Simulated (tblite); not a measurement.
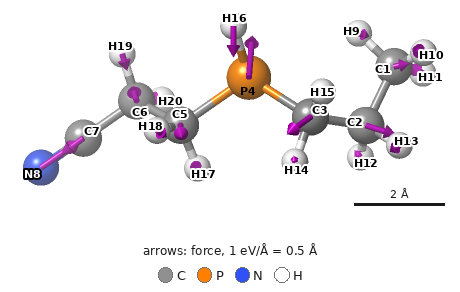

Starting geometry of C$_{6}$H$_{12}$NP with the computed forces as purple arrows. Style: ball-and-stick. Shown from a free direction.

The calculation used GFN2-xTB geometry optimisation, gas phase in tblite. 

Q: Is this structure relaxed? If not, where do the atoms go?

A: It isn't relaxed: the largest force vector, on P4, is 2.75 eV/Å. The final displacements have little in common with the starting forces (cosine between the two patterns 0.15). The atom that moves furthest after the best rigid fit is H17 (1.22 Å). By element the largest moves are H 1.22 Å, N 1.04 Å, C 0.60 Å, P 0.55 Å. Some distances before and after: P4–H16 1.472 → 1.405 Å, C6–H20 1.126 → 1.094 Å, C2–C3 1.497 → 1.526 Å, C1–H10 1.117 → 1.088 Å. Bond angles that change, for instance: C3–P4–C5 111.9° → 98.7°, C5–P4–H16 107.3° → 94.6°, C3–P4–H16 106.3° → 93.9°. Groups turn about C3–P4 by about 55°, C1–C2 by about 30°, P4–C5 by about 20°. The energy falls by 89.3 kJ/mol in 152 geometry steps.
